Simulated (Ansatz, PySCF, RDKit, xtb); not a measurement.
# CH2BP: from the formula to a structure, part 1 of 2

Given the formula CH2BP and nothing else, which arrangement of the atoms is the most stable in the gas at 298.15 K, and what are its properties?

The funnel: GFN2-xTB relaxations, single points with a density functional, relaxations at B3LYP-D3(BJ)/def2-SVP, harmonic vibrations, and a last energy at a higher level. All values are calculated.

7 further runs of the same task are left out: 7 set aside as unsound or not needed.

### Step 1. Drawing up candidates

All bonding patterns within simple valence rules are listed by program: one Lewis structure each, at most two rings and one unusual centre or charged pair. O–O, O–halogen and N–halogen bonds and N–N–N chains are not drawn. That gives 14 candidates.

```csv
label,SMILES,spin
c007,B=P#C,singlet
c128,B#CP,singlet
c137,[C+]#[B-]P,singlet
c145,[CH2+][B-]#P,singlet
c174,B1=C[P@H]1,singlet
c251,[B]C=P,triplet
c289,BC#P,singlet
c506,B1=PC1,singlet
c532,[B]C=P,singlet
c633,B#P=C,singlet
c648,B=C=P,singlet
c656,[CH+]=[B-]=P,singlet
c720,B1C=P1,singlet
c917,B[P+]#[C-],singlet
```

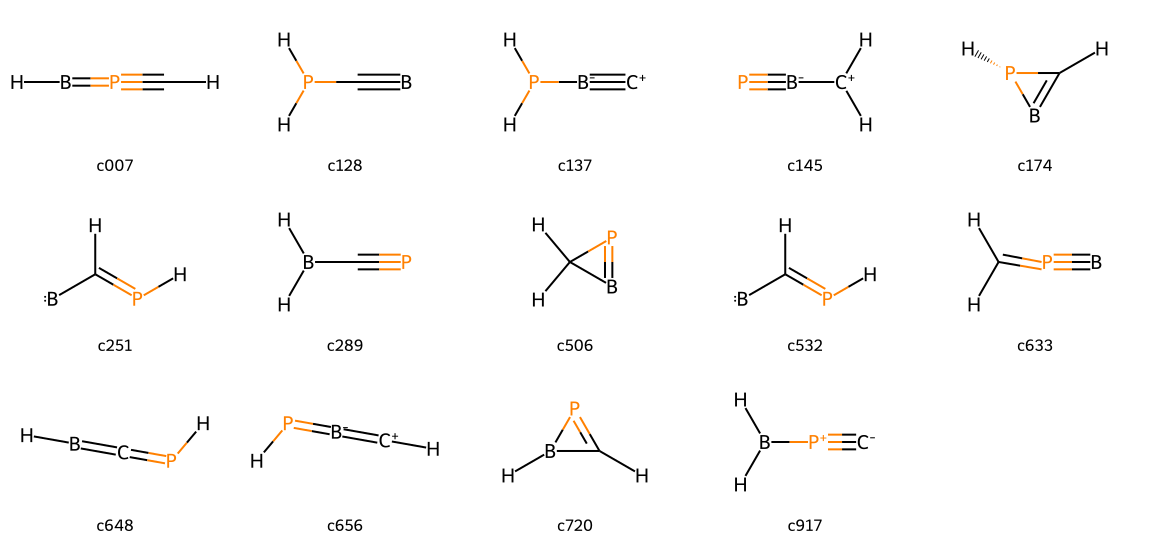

Structural formulas of the candidates.

Candidates are built by distance geometry, with a force field where one applies, in up to four conformers (letters a to d). 10 starts with atoms placed at random are added, to find patterns that the rules miss.

### Step 2. Cheap relaxation of all starts

All 24 starts are relaxed the same way. One of them, c387 (atoms placed at random), in full:

start.xyz

```xyz
5
c387
C     -0.623930    -0.393430    -1.919980
B      0.505700    -0.704290    -1.066670
P     -1.035600    -0.495990     1.189490
H     -0.484800     0.704790     0.646230
H      0.362070     0.236740     1.961550
```

Command:

```sh
$ xtb start.xyz --gfn 2 --opt
```

Standard output, cut to the lines that bear on the results:

```text
* xtb version 6.7.1
[...]
          :  # basis functions                  20          :
[...]
          :  # electrons                        14          :
[...]
          :  Hamiltonian                  GFN2-xTB          :
[...]
          :  net charge                          0          :
          :  unpaired electrons                  0          :
[...]
   *** convergence criteria satisfied after 16 iterations ***
[...]
   *** GEOMETRY OPTIMIZATION CONVERGED AFTER 32 ITERATIONS ***
[...]
   *** convergence criteria satisfied after 3 iterations ***
[...]
         ::                     SUMMARY                     ::
         :::::::::::::::::::::::::::::::::::::::::::::::::::::
         :: total energy              -6.711665430625 Eh    ::
         :: gradient norm              0.000584701679 Eh/a0 ::
         :: HOMO-LUMO gap              1.139285454634 eV    ::
         ::.................................................::
         :: SCC energy                -6.819744711869 Eh    ::
         :: -> isotropic ES            0.020563474855 Eh    ::
         :: -> anisotropic ES          0.001650595015 Eh    ::
         :: -> anisotropic XC         -0.004840768779 Eh    ::
         :: -> dispersion             -0.002630738529 Eh    ::
         :: repulsion energy           0.108079281243 Eh    ::
         :: add. restraining           0.000000000000 Eh    ::
         :: total charge               0.000000000000 e     ::
         :::::::::::::::::::::::::::::::::::::::::::::::::::::
[...]
         7        2.0000           -0.3551479              -9.6641 (HOMO)
         8                         -0.3132800              -8.5248 (LUMO)
[...]
     #   Z          covCN         q      C6AA      α(0)
     1   6 C        1.835    -0.190    36.685     9.785
     2   5 B        0.921     0.184    57.785    15.991
     3  15 P        2.894    -0.023   161.350    22.824
     4   1 H        0.976     0.015     2.810     2.619
     5   1 H        0.976     0.015     2.807     2.618
[...]
     #   Z sym  total        # sym  WBO       # sym  WBO       # sym  WBO
 ---------------------------------------------------------------------------
     1   6 C    3.891 --     2 B    2.768     3 P    1.100
     2   5 B    3.129 --     1 C    2.768     3 P    0.308
     3  15 P    3.318 --     1 C    1.100     5 H    0.955     4 H    0.955
                             2 B    0.308
     4   1 H    1.000 --     3 P    0.955
     5   1 H    1.000 --     3 P    0.955
 ---------------------------------------------------------------------------
[...]
molecular dipole:
                 x           y           z       tot (Debye)
 q only:        0.242       0.070      -0.374
   full:        0.570       0.020      -1.122       3.198
molecular quadrupole (traceless):
[...]
          | TOTAL ENERGY               -6.711665430625 Eh   |
          | GRADIENT NORM               0.000584701679 Eh/α |
          | HOMO-LUMO GAP               1.139285454634 eV   |
           -------------------------------------------------
[...]
```

It took 0.28 s on 1 thread of AMD EPYC (Zen 3), shared host.

### Step 3. Distinct minima at GFN2-xTB

24 of the 24 relaxations converged; 10 ended on a minimum already found. 14 distinct structures remain:

```
label             start     SMILES after     spin  energy (kcal/mol)           note
 c854  random and drawn             BC#P  singlet                0.0               
c007a  drawn and random           B1C=P1  singlet                2.1  bonds changed
c648a             drawn            B=C=P  singlet               25.4               
 c187  random and drawn     [CH2+][B-]#P  singlet               27.2               
c656a             drawn       B1=C[P@H]1  singlet               56.1  bonds changed
c917a             drawn       B[P+]#[C-]  singlet               62.6               
 c516            random            B=P#C  singlet               69.8               
c137a  drawn and random             B#CP  singlet               77.2  bonds changed
c532a  drawn and random           [B]C=P  singlet               77.8               
c128a             drawn             B#CP  singlet               78.4               
c633a             drawn            B#P=C  singlet               86.8               
c251a             drawn           [B]C=P  triplet               87.3               
 c904            random  [B]1[CH][PH]1 ‡  singlet              115.7               
c174a             drawn   [B].[CH][PH] ‡  singlet              214.8     fell apart
```

‡ marks the bonded skeleton alone, with all bonds drawn single: no Lewis structure was assigned that passes a check against the bond lengths.

GFN2-xTB has no spin polarisation, so it can't rank spin states and is rough for open shells.

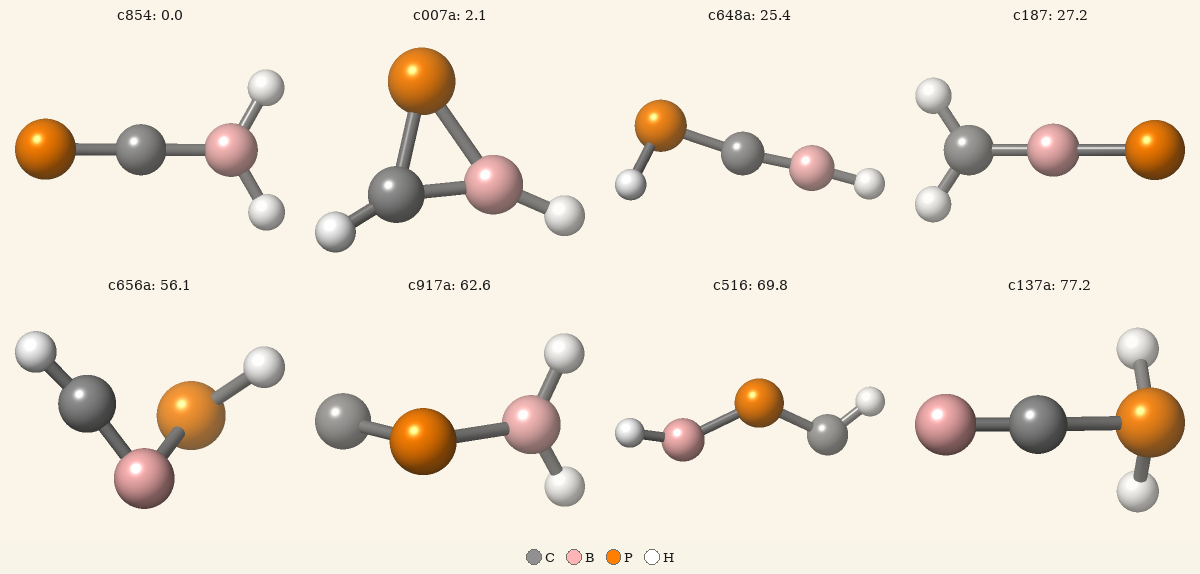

The 8 lowest minima that did not fall apart, with their GFN2-xTB energies in kcal/mol.

### Step 4. Second filter: single points

A choice of the minima (the low ones first, few conformers of a pattern, up to a cap) and the lowest that fell apart get a single point at r2SCAN-D4/def2-SVP on the tight-binding geometry, and one at HF/STO-3G for comparison. The lowest singlets are also tried as triplets at the same geometry (label ending in t). The first, c854:

input.yaml

```yaml
basis:
  gaussian: {orbitals: def2-SVP}
crystal:
  periodic: [false, false, false]
  atoms:
    - {symbol: C, position_ang: [-1.015726, 0.294504, -0.936672]}
    - {symbol: B, position_ang: [-0.149797, 0.574230, 0.231091]}
    - {symbol: P, position_ang: [-1.937138, -0.005143, -2.169526]}
    - {symbol: H, position_ang: [-0.630147, 0.686597, 1.293956]}
    - {symbol: H, position_ang: [1.007508, 0.681011, 0.086990]}
hamiltonian: {xc: r2scan, dispersion: d4}
scf: {lower_state_search: off}
```

Command:

```sh
$ ansatz run input.yaml --threads 1 --pin off --max-ram 2610MiB --events-out events.jsonl --progress --plain --runs-dir runs
```

Standard output, cut to the lines that bear on the results:

```text
Warning: RAYON_NUM_THREADS=1 ignored (pool sized by the plan → 1); use --threads N
Functional definition: r2SCAN
  name "r2SCAN"
[...]
635 factors; their error is unknown
[...]
mean field -11026.43483200 eV, -405.2140060900 hartree, gradient 1.4e-6 eV, S^2 0.000000; 0 other end points of the search recorded, 0 dependent functions left out
reference -11026.43484023 eV, -405.2140063926 hartree; 14, 14 occupied and 42, 42 virtual orbitals, 635 factors
Total energy: -11026.45332389 eV, -405.2146856545 hartree
Checks for a lower state left out: stability, starts, cluster_reference, orbital_swaps, neighbouring_geometries, increment
```

It took 2.4 s on 1 thread of AMD EPYC (Zen 3), shared host.

Relative energies in kcal/mol, each column from its lowest structure that stays in one piece:

| label | SMILES | spin | GFN2-xTB | HF/STO-3G | r2SCAN-D4/def2-SVP |
| --- | --- | --- | --- | --- | --- |
| c007a | B1C=P1 | singlet | 2.1 | 0.0 | 0.0 |
| c854 | BC#P | singlet | 0.0 | 13.2 | 11.6 |
| c187 | [CH2+][B-]#P | singlet | 27.2 | 52.1 | 32.5 |
| c187t | [CH2+][B-]#P | triplet | – | – | 33.1 |
| c648a | B=C=P | singlet | 25.4 | 60.2 | 39.9 |
| c007at | B1C=P1 | triplet | – | – | 59.1 |
| c854t | BC#P | triplet | – | – | 68.1 |
| c174a | [B].[CH][PH] ‡ | singlet | 214.8 | 359.9 | 201.5 |

‡ marks the bonded skeleton alone, with all bonds drawn single: no Lewis structure was assigned that passes a check against the bond lengths.

### Step 5. Third filter: density-functional geometries

3 candidates are relaxed at B3LYP-D3(BJ)/def2-SVP (chosen among the lowest in one piece). The first, c007a:

input.yaml

```yaml
crystal:
  periodic: [false, false, false]
  atoms:
    - symbol: C
      position_ang: [2.094829, -1.942074, -0.725139]
    - symbol: B
      position_ang: [1.088696, -0.996207, -0.249075]
    - symbol: P
      position_ang: [1.562858, -2.420542, 0.835133]
    - symbol: H
      position_ang: [0.444517, -0.051035, -0.397364]
    - symbol: H
      position_ang: [2.801977, -2.329199, -1.430279]
basis:
  gaussian: {orbitals: def2-SVP}
hamiltonian: {xc: {name: B3LYP}, dispersion: d3bj}
scf: {lower_state_search: off}
relax: {f_tol: 0.003}
```

Command:

```sh
$ ansatz run input.yaml --threads 1 --pin off --max-ram 2610MiB --events-out events.jsonl --progress --plain --runs-dir runs
```

Standard output, cut to the lines that bear on the results:

```text
Warning: RAYON_NUM_THREADS=1 ignored (pool sized by the plan → 1); use --threads N
[...]
Functional definition: B3LYP
  name "B3LYP"
[...]
610 factors; integrals over basis functions are off by at most 2.2e-4 eV
[...]
mean field -11029.39407222 eV, -405.3227561624 hartree, gradient 5.6e-6 eV, S^2 0.000000; 0 other end points of the search recorded, 0 dependent functions left out
[...]
reference -11029.39426221 eV, -405.3227631442 hartree; 14, 14 occupied and 42, 42 virtual orbitals, 610 factors
relax step   1: F+E_penalty+E_count = -11029.56630519 eV  Δ(F+E_penalty+E_count) = +0.000e0 eV  max|allowed force component| = 8.914e-1 eV/Å  Δτ_max = 0.0000 Å  (13 SCF iters, accepted)
[...]
relax step   6: F+E_penalty+E_count = -11029.60102170 eV  Δ(F+E_penalty+E_count) = -1.418e-5 eV  max|allowed force component| = 1.931e-2 eV/Å  Δτ_max = 0.0013 Å  (13 SCF iters, accepted)
[...]
relax step   7: F+E_penalty+E_count = -11029.60103208 eV  Δ(F+E_penalty+E_count) = -1.038e-5 eV  max|allowed force component| = 2.117e-3 eV/Å  Δτ_max = 0.0007 Å  (13 SCF iters, accepted)
Total energy: -11029.60122280 eV, -405.3303688056 hartree
Atom 0 at     2.097251    -1.959950    -0.705144 Å, force     0.001193    -0.000768    -0.000516 eV/Å
Atom 1 at     1.091252    -1.005246    -0.241016 Å, force    -0.001467     0.002117    -0.000309 eV/Å
Atom 2 at     1.563303    -2.434931     0.853430 Å, force     0.000124    -0.000736     0.000643 eV/Å
Atom 3 at     0.435309    -0.024535    -0.417144 Å, force    -0.000179    -0.000105     0.000372 eV/Å
Atom 4 at     2.805762    -2.314394    -1.456850 Å, force     0.000330    -0.000509    -0.000191 eV/Å
Dipole moment:     0.100894    -0.089011    -0.055537 e Å
Checks for a lower state left out: stability, starts, cluster_reference, orbital_swaps, neighbouring_geometries, increment
```

Wall time 19 s (1 thread of AMD EPYC (Zen 3), shared host).

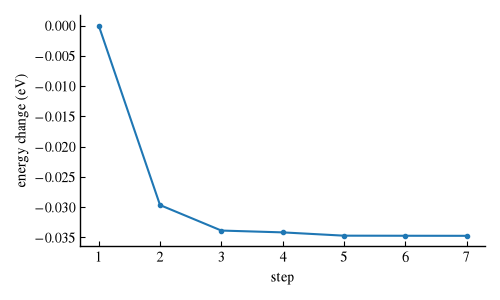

Energy along the run, all evaluated steps.

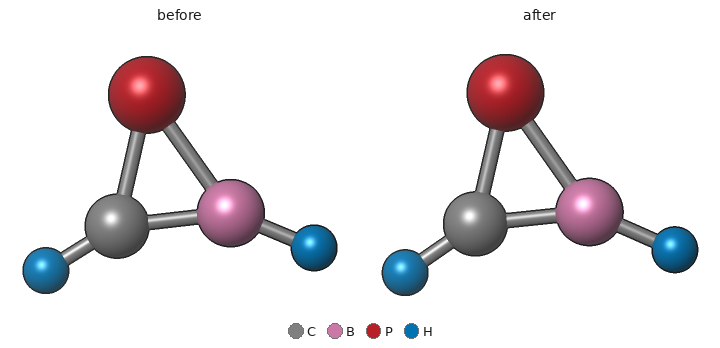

Before and after, at one scale.

After the run. Bond lengths: C1–B2 1.463 Å, C1–P3 1.715 Å, B2–P3 1.861 Å, B2–H4 1.193 Å, C1–H5 1.092 Å. Angles: C1–B2–P3 60.7°, B2–C1–P3 71.2°, C1–P3–B2 48.1°, C1–B2–H4 150.2°, P3–B2–H4 149.1°, B2–C1–H5 151.2°, P3–C1–H5 137.5°.

### Step 6. After refinement

```
label     spin  r2SCAN-D4/def2-SVP (kcal/mol)  B3LYP-D3(BJ)/def2-SVP, relaxed (kcal/mol)  time
c007a  singlet                            0.0                                        0.0  19 s
 c854  singlet                           11.6                                        7.9  12 s
 c187  singlet                           32.5                                       30.2  14 s
```

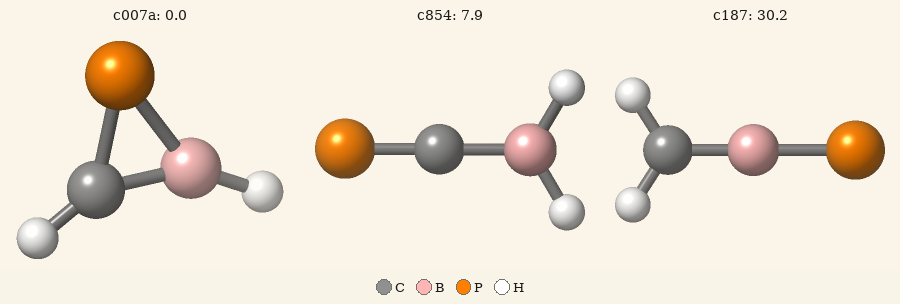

The relaxed structures, with energies at B3LYP-D3(BJ)/def2-SVP in kcal/mol.

### Step 7. Are they minima? Harmonic frequencies

The lowest few in one piece go on as finalists. Harmonic vibrations at B3LYP-D3(BJ)/def2-SVP test each finalist and give the zero-point energy and the thermal terms. The first, c007a:

input.yaml

```yaml
crystal:
  periodic: [false, false, false]
  atoms:
    - symbol: C
      position_ang: [2.097251, -1.959950, -0.705144]
    - symbol: B
      position_ang: [1.091252, -1.005246, -0.241016]
    - symbol: P
      position_ang: [1.563303, -2.434931, 0.853430]
    - symbol: H
      position_ang: [0.435309, -0.024535, -0.417144]
    - symbol: H
      position_ang: [2.805762, -2.314394, -1.456850]
basis:
  gaussian:
    orbitals: def2-SVP
hamiltonian:
  xc: {name: B3LYP}
  dispersion: d3bj
scf:
  lower_state_search: off
phonons: {}
```

Command:

```sh
$ ansatz run input.yaml --threads 1 --pin off --max-ram 2610MiB --events-out events.jsonl --progress --plain --runs-dir runs
```

Standard output, cut to the lines that bear on the results:

```text
Warning: RAYON_NUM_THREADS=1 ignored (pool sized by the plan → 1); use --threads N
[... 2 set-up lines as earlier in the session ...]
[...]
610 factors; integrals over basis functions are off by at most 2.2e-4 eV
[...]
mean field -11029.42957613 eV, -405.3240609070 hartree, gradient 5.4e-6 eV, S^2 0.000000; 0 other end points of the search recorded, 0 dependent functions left out
[...]
reference -11029.42976682 eV, -405.3240679145 hartree; 14, 14 occupied and 42, 42 virtual orbitals, 610 factors
[...]
610 factors; integrals over basis functions are off by at most 2.2e-4 eV
[...]
mean field -11029.42946620 eV, -405.3240568670 hartree, gradient 2.3e-6 eV, S^2 0.000000; 0 other end points of the search recorded, 0 dependent functions left out
[...]
reference -11029.42965692 eV, -405.3240638758 hartree; 14, 14 occupied and 42, 42 virtual orbitals, 610 factors
[...]
mean field -11029.42953680 eV, -405.3240594615 hartree, gradient 1.9e-6 eV, S^2 0.000000; 0 other end points of the search recorded, 0 dependent functions left out
[...]
reference -11029.42972749 eV, -405.3240664692 hartree; 14, 14 occupied and 42, 42 virtual orbitals, 610 factors
Total energy: -11029.60122161 eV, -405.3303687621 hartree
Atom 0 at     2.097251    -1.959950    -0.705144 Å, force     0.001210    -0.000774    -0.000540 eV/Å
Atom 1 at     1.091252    -1.005246    -0.241016 Å, force    -0.001462     0.002108    -0.000300 eV/Å
Atom 2 at     1.563303    -2.434931     0.853430 Å, force     0.000115    -0.000731     0.000652 eV/Å
Atom 3 at     0.435309    -0.024535    -0.417144 Å, force    -0.000184    -0.000100     0.000372 eV/Å
Atom 4 at     2.805762    -2.314394    -1.456850 Å, force     0.000322    -0.000503    -0.000184 eV/Å
Dipole moment:     0.100894    -0.089011    -0.055536 e Å
Vibrations: 688.17 697.19 805.04 852.95 874.91 975.88 1281.54 2720.01 3211.01 cm⁻¹, zero-point energy 0.750520 eV
Checks for a lower state left out: stability, starts, cluster_reference, orbital_swaps, neighbouring_geometries, increment
```

It took 55 s on 1 thread of AMD EPYC (Zen 3), shared host.

### Step 8. Zero-point energy and free-energy terms

At 298.15 K and 1 atm, ideal gas, rigid rotor and harmonic oscillator:

| label | SMILES | spin | point group | lowest mode (cm⁻¹) | zero-point (kcal/mol) | G − E (kcal/mol) |
| --- | --- | --- | --- | --- | --- | --- |
| c007a | B1C=P1 | singlet | Cs | 688 | 17.3 | 1.7 |
| c854 | BC#P | singlet | C2v | 236 | 15.8 | 0.4 |
| c187 | [CH2+][B-]#P | singlet | C2v | 176 | 17.3 | 1.8 |

### Step 9. Last filter: a higher level

Each finalist gets a single point at CCSD(T)/def2-TZVPP.

c007a, CCSD(T)/def2-TZVPP:

input.yaml

```yaml
crystal:
  periodic: [false, false, false]
  atoms:
    - {symbol: C, position_ang: [2.097251, -1.959950, -0.705144]}
    - {symbol: B, position_ang: [1.091252, -1.005246, -0.241016]}
    - {symbol: P, position_ang: [1.563303, -2.434931, 0.853430]}
    - {symbol: H, position_ang: [0.435309, -0.024535, -0.417144]}
    - {symbol: H, position_ang: [2.805762, -2.314394, -1.456850]}
basis:
  gaussian:
    orbitals: def2-TZVPP
correlation:
  method: ccsd_t
  frozen_orbitals: {P: 5, C: 1, B: 1, H: 0}
```

Command:

```sh
$ ansatz run input.yaml --threads 1 --pin off --max-ram 2610MiB --events-out events.jsonl --progress --plain --runs-dir runs
```

Standard output, cut to the lines that bear on the results:

```text
Warning: RAYON_NUM_THREADS=1 ignored (pool sized by the plan → 1); use --threads N
Functional definition: HF
  name "HF"
[...]
782 factors; integrals over basis functions are off by at most 1.1e-3 eV
[...]
mean field -11005.24020928 eV, -404.4351180713 hartree, gradient 7.0e-7 eV, S^2 0.000000; 0 other end points of the search recorded, 0 dependent functions left out
7 core orbitals not correlated: weight in the atoms' cores, before any rotation towards them, 1.000 or more for the frozen orbitals, at most 0.000 for the correlated occupied ones
reference -11005.24020928 eV, -404.4351180713 hartree; 7, 7 occupied and 118, 118 virtual orbitals, 782 factors
second order -10.64469708 eV of doubles, -0.00000000 eV of singles
cycle   1  -10.87882138 eV  change   -2.3e-1 eV  update   8.4e-2
[...]
cycle   9  -11.27660924 eV  change    9.6e-6 eV  update   1.4e-5
perturbative correction -0.64842120 eV, -0.0238290396 hartree
Total energy: -11017.16523972 eV, -404.8733548570 hartree
```

It took 22 s on 1 thread of AMD EPYC (Zen 3), shared host; peak memory 0.64 GiB.

### Step 10. c854 at CCSD(T)/def2-TZVPP

input.yaml

```yaml
basis:
  gaussian: {orbitals: def2-TZVPP}
crystal:
  periodic: [false, false, false]
  atoms:
    - {symbol: C, position_ang: [-1.032945, 0.288205, -0.956331]}
    - {symbol: B, position_ang: [-0.151906, 0.573728, 0.230902]}
    - {symbol: P, position_ang: [-1.945757, -0.007961, -2.186248]}
    - {symbol: H, position_ang: [-0.635589, 0.692003, 1.329908]}
    - {symbol: H, position_ang: [1.040897, 0.685225, 0.087608]}
total_charge: 0
correlation: {method: ccsd_t, frozen_orbitals: {P: 5, C: 1, B: 1, H: 0}}
```

Command:

```sh
$ ansatz run input.yaml --threads 1 --pin off --max-ram 2610MiB --events-out events.jsonl --progress --plain --runs-dir runs
```

Standard output, cut to the lines that bear on the results:

```text
Warning: RAYON_NUM_THREADS=1 ignored (pool sized by the plan → 1); use --threads N
[... 2 set-up lines as earlier in the session ...]
[...]
786 factors; integrals over basis functions are off by at most 1.1e-3 eV
[...]
mean field -11004.93656944 eV, -404.4239595128 hartree, gradient 1.5e-6 eV, S^2 0.000000; 0 other end points of the search recorded, 0 dependent functions left out; unrestricted orbitals would lower it
7 core orbitals not correlated: weight in the atoms' cores, before any rotation towards them, 1.000 or more for the frozen orbitals, at most 0.000 for the correlated occupied ones
reference -11004.93656944 eV, -404.4239595128 hartree; 7, 7 occupied and 118, 118 virtual orbitals, 786 factors
second order -10.59511594 eV of doubles, -0.00000000 eV of singles
cycle   1  -10.72438187 eV  change   -1.3e-1 eV  update   1.1e-1
[...]
cycle  12  -11.24243877 eV  change    1.3e-6 eV  update   2.2e-6
perturbative correction -0.66794561 eV, -0.0245465483 hartree
Total energy: -11016.84695382 eV, -404.8616580657 hartree
```

It took 26 s on 1 thread of AMD EPYC (Zen 3), shared host; peak memory 0.64 GiB.

For c854, c187 the log finds that unrestricted Hartree-Fock orbitals lie lower, a sign to watch the closed-shell reference there.

### Step 11. Putting it together

Energies in kcal/mol from c007a; G adds the thermal terms to the CCSD(T)/def2-TZVPP energy. The columns left of the relaxed level are at the tight-binding geometries.

```
label        SMILES     spin  GFN2-xTB  HF/STO-3G  r2SCAN-D4/def2-SVP  B3LYP-D3(BJ)/def2-SVP  HF/def2-TZVPP  MP2/def2-TZVPP  CCSD(T)/def2-TZVPP     G  share at equilibrium     T1
c007a        B1C=P1  singlet       0.0        0.0                 0.0                    0.0            0.0             0.0                 0.0   0.0               100.0 %  0.013
 c854          BC#P  singlet      -2.1       13.2                11.6                    7.9            7.0             8.1                 7.3   6.1               < 0.1 %  0.019
 c187  [CH2+][B-]#P  singlet      25.1       52.1                32.5                   30.2           38.2            41.4                31.4  31.5               < 0.1 %  0.034
```

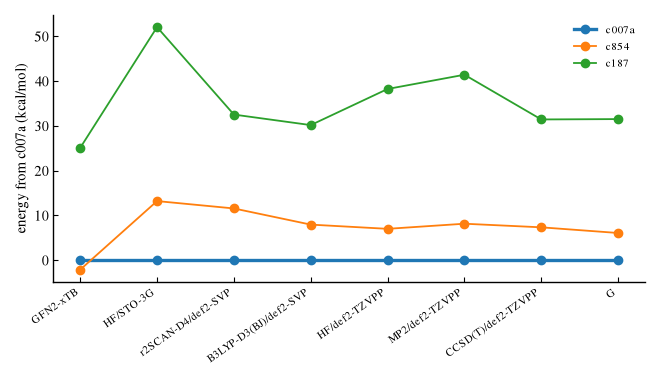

The finalists at each level, measured from c007a.

Lowest found: c007a, `B1C=P1`, a singlet of point group Cs. Bond lengths: C1–B2 1.463 Å, C1–P3 1.715 Å, B2–P3 1.861 Å, B2–H4 1.193 Å, C1–H5 1.092 Å. Angles: C1–B2–P3 60.7°, B2–C1–P3 71.2°, C1–P3–B2 48.1°, C1–B2–H4 150.2°, P3–B2–H4 149.1°, B2–C1–H5 151.2°, P3–C1–H5 137.5°.

```xyz
5

C     2.0973   -1.9600   -0.7051
B     1.0913   -1.0052   -0.2410
P     1.5633   -2.4349    0.8534
H     0.4353   -0.0245   -0.4171
H     2.8058   -2.3144   -1.4568
```

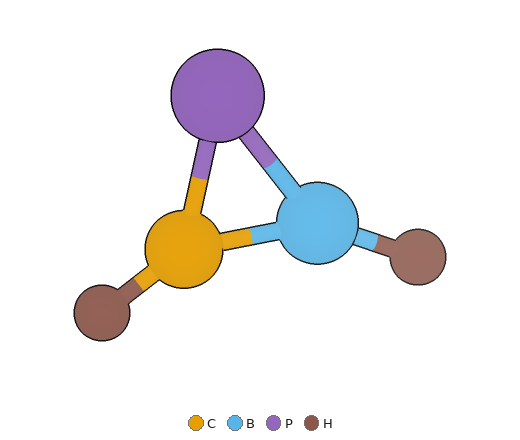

The lowest structure found, seen from a chosen angle (carbon amber, boron blue, phosphorus purple, hydrogen brown).

(Continued in part 2 of 2.)
